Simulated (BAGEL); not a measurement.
**CH6AlNSi (SMILES [AlH2]/[N]=C\[SiH3]): HF/3-21G (density fitting with qzvpp-jkfit)**

What is the vertical singlet–triplet gap of CH6AlNSi at HF/3-21G (density fitting with qzvpp-jkfit)? 

The results are computed with BAGEL 1.2.2.

2 further runs of the same task are left out: 2 set aside as unsound or not needed.

**1. The system as given**

CH6AlNSi has 10 atoms, charge 0, and is taken as a singlet. As SMILES, `[AlH2]/[N]=C\[SiH3]`. The coordinates come from a PBE0-D4/def2-TZVP relaxation.

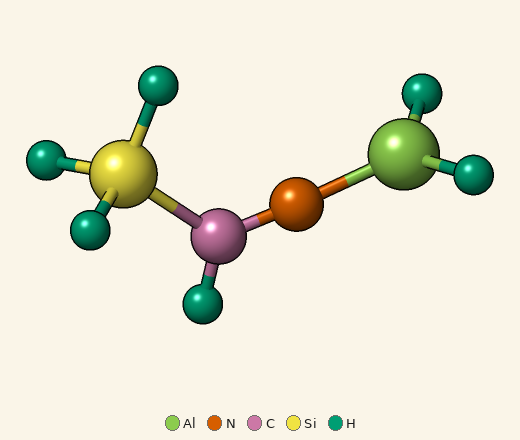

Viewed from a chosen angle; aluminium green, nitrogen orange, carbon pink, silicon yellow, hydrogen teal.

**2. The energy at HF/3-21G (density fitting with qzvpp-jkfit)**

File input.json:

```json
{ "bagel" : [

{
  "title" : "molecule",
  "basis" : "3-21g",
  "df_basis" : "qzvpp-jkfit",
  "angstrom" : true,
  "geometry" : [
    { "atom" : "Al", "xyz" : [      -0.801100,       2.183500,      -0.771800 ] },
    { "atom" : "N", "xyz" : [      -0.589900,       0.458600,      -0.561600 ] },
    { "atom" : "C", "xyz" : [      -0.390900,      -0.758900,      -0.367900 ] },
    { "atom" : "Si", "xyz" : [       0.911600,      -1.414700,       0.854900 ] },
    { "atom" : "H", "xyz" : [       0.069200,       2.879500,      -1.890800 ] },
    { "atom" : "H", "xyz" : [      -1.855500,       2.894700,       0.164500 ] },
    { "atom" : "H", "xyz" : [      -0.988000,      -1.509200,      -0.921900 ] },
    { "atom" : "H", "xyz" : [       0.242900,      -2.252900,       1.887000 ] },
    { "atom" : "H", "xyz" : [       1.886500,      -2.271500,       0.126600 ] },
    { "atom" : "H", "xyz" : [       1.598200,      -0.260400,       1.483900 ] }
  ]
},

{ "title" : "hf" },

{ "title" : "print", "file" : "orbitals.molden", "orbitals" : true }

]}
```

On the command line:

```
BAGEL_NUM_THREADS=1 BAGEL input.json > input.out
```

Standard output:

```text
* using 1 threads per process

  ===============================================================
  ===============================================================

  *** Geometry ***

  { "atom" : "Al", "xyz" : [     -1.513860,      4.126217,     -1.458491 ] },
  { "atom" : "N", "xyz" : [     -1.114749,      0.866628,     -1.061270 ] },
  { "atom" : "C", "xyz" : [     -0.738694,     -1.434113,     -0.695230 ] },
  { "atom" : "Si", "xyz" : [      1.722674,     -2.673396,      1.615527 ] },
  { "atom" : "H", "xyz" : [      0.130769,      5.441466,     -3.573094 ] },
  { "atom" : "H", "xyz" : [     -3.506387,      5.470190,      0.310860 ] },
  { "atom" : "H", "xyz" : [     -1.867049,     -2.851975,     -1.742139 ] },
  { "atom" : "H", "xyz" : [      0.459014,     -4.257364,      3.565913 ] },
  { "atom" : "H", "xyz" : [      3.564968,     -4.292513,      0.239239 ] },
  { "atom" : "H", "xyz" : [      3.020160,     -0.492085,      2.804165 ] },

  Number of auxiliary basis functions:      516

  Since a DF basis is specified, we compute 2- and 3-index integrals:
    o Being stored without compression. Storage requirement is 0.013 GB

  Number of basis functions:       56
  Number of electrons      :       46

    * METHOD: MOLECULE                             0.18

  *** RHF ***

  === Nuclear Repulsion ===
   176.5494660051

      * DIIS with orbital gradients will be used.

  === RHF iteration (3-21g) ===
      0       -623.08853212          0.02346192           0.04
      1       -623.16518532          0.01843336           0.04
      2       -623.23696987          0.00171502           0.04
      3       -623.23870648          0.00053464           0.04
      4       -623.23883856          0.00021678           0.04
      5       -623.23888473          0.00006498           0.04
      6       -623.23888799          0.00001114           0.04
      7       -623.23888810          0.00000413           0.04
      8       -623.23888811          0.00000144           0.04
      9       -623.23888811          0.00000046           0.04
     10       -623.23888811          0.00000017           0.04
     11       -623.23888811          0.00000006           0.04
     12       -623.23888811          0.00000003           0.04
     13       -623.23888811          0.00000001           0.04
    * SCF iteration converged.

    * Permanent dipole moment:
           (   -0.054790,     0.428049,    -0.053672) a.u.

    * METHOD: HF                                   0.72

    * METHOD: PRINT                                0.01

  ===============================================================
```

Wall time 1.1 s (1 thread of Arm Neoverse V2, shared host); peak memory 0.093 GiB.

**3. The triplet**

File input.json:

```json
{ "bagel": [

{
  "title": "molecule",
  "basis": "3-21g",
  "df_basis": "qzvpp-jkfit",
  "angstrom": "true",
  "geometry": [
    { "atom": "Al", "xyz": [      -0.801100,       2.183500,      -0.771800 ] },
    { "atom": "N", "xyz": [      -0.589900,       0.458600,      -0.561600 ] },
    { "atom": "C", "xyz": [      -0.390900,      -0.758900,      -0.367900 ] },
    { "atom": "Si", "xyz": [       0.911600,      -1.414700,       0.854900 ] },
    { "atom": "H", "xyz": [       0.069200,       2.879500,      -1.890800 ] },
    { "atom": "H", "xyz": [      -1.855500,       2.894700,       0.164500 ] },
    { "atom": "H", "xyz": [      -0.988000,      -1.509200,      -0.921900 ] },
    { "atom": "H", "xyz": [       0.242900,      -2.252900,       1.887000 ] },
    { "atom": "H", "xyz": [       1.886500,      -2.271500,       0.126600 ] },
    { "atom": "H", "xyz": [       1.598200,      -0.260400,       1.483900 ] }
  ]
},

{
  "title": "uhf",
  "nopen": 2
},

{
  "title": "print",
  "file": "orbitals.molden",
  "orbitals": "true"
}

]}
```

On the command line:

```
BAGEL_NUM_THREADS=1 BAGEL input.json > input.out
```

Standard output:

```text
* using 1 threads per process

  ===============================================================
  ===============================================================

  *** Geometry ***

  { "atom" : "Al", "xyz" : [     -1.513860,      4.126217,     -1.458491 ] },
  { "atom" : "N", "xyz" : [     -1.114749,      0.866628,     -1.061270 ] },
  { "atom" : "C", "xyz" : [     -0.738694,     -1.434113,     -0.695230 ] },
  { "atom" : "Si", "xyz" : [      1.722674,     -2.673396,      1.615527 ] },
  { "atom" : "H", "xyz" : [      0.130769,      5.441466,     -3.573094 ] },
  { "atom" : "H", "xyz" : [     -3.506387,      5.470190,      0.310860 ] },
  { "atom" : "H", "xyz" : [     -1.867049,     -2.851975,     -1.742139 ] },
  { "atom" : "H", "xyz" : [      0.459014,     -4.257364,      3.565913 ] },
  { "atom" : "H", "xyz" : [      3.564968,     -4.292513,      0.239239 ] },
  { "atom" : "H", "xyz" : [      3.020160,     -0.492085,      2.804165 ] },

  Number of auxiliary basis functions:      516

  Since a DF basis is specified, we compute 2- and 3-index integrals:
    o Being stored without compression. Storage requirement is 0.013 GB

  Number of basis functions:       56
  Number of electrons      :       46

    * METHOD: MOLECULE                             0.18

  *** Open-shell HF ***

  === Nuclear Repulsion ===
   176.5494660051

      * DIIS with orbital gradients will be used.

  === UHF iteration (3-21g) ===
      0       -623.00216931          0.03985088           0.09
      1       -623.10125638          0.02613977           0.09
      2       -623.13699197          0.01702896           0.09
      3       -623.15717559          0.00291540           0.09
      4       -623.16116473          0.00137546           0.09
      5       -623.16199610          0.00059385           0.09
      6       -623.16220015          0.00015640           0.09
      7       -623.16221829          0.00008594           0.09
      8       -623.16222806          0.00003419           0.09
      9       -623.16222913          0.00001390           0.09
     10       -623.16222929          0.00000523           0.09
     11       -623.16222932          0.00000214           0.09
     12       -623.16222932          0.00000106           0.09
     13       -623.16222932          0.00000042           0.09
     14       -623.16222932          0.00000020           0.09
     15       -623.16222932          0.00000008           0.09
     16       -623.16222932          0.00000004           0.09
     17       -623.16222932          0.00000002           0.09
     18       -623.16222932          0.00000001           0.09
     19       -623.16222932          0.00000001           0.09
     20       -623.16222932          0.00000001           0.09
    * SCF iteration converged.

    * S^2 (UHF) is 2.0164

    * Permanent dipole moment:
           (    0.162150,    -0.305350,     0.154501) a.u.

    * METHOD: UHF                                  2.00

    * METHOD: PRINT                                0.01

  ===============================================================
```

Wall time 2.4 s (1 thread of Arm Neoverse V2, shared host); peak memory 0.093 GiB.

**4. Outcome**

At HF/3-21G (density fitting with qzvpp-jkfit):

| quantity | value |
| --- | --- |
| singlet: total energy | -623.23889 Eh |
| singlet: dipole moment | 1.11 D |
| singlet: HOMO energy | -9.05 eV |
| singlet: LUMO energy | 2.02 eV |
| singlet: HOMO–LUMO gap | 11.07 eV |
| triplet: total energy | -623.16223 Eh |
| triplet: dipole moment | 0.96 D |
| triplet: ⟨S²⟩ | 2.016 |
| vertical energy of the triplet above the singlet | 2.086 eV |

What this shows: At this shape the triplet lies 2.09 eV (48 kcal/mol) above the singlet.
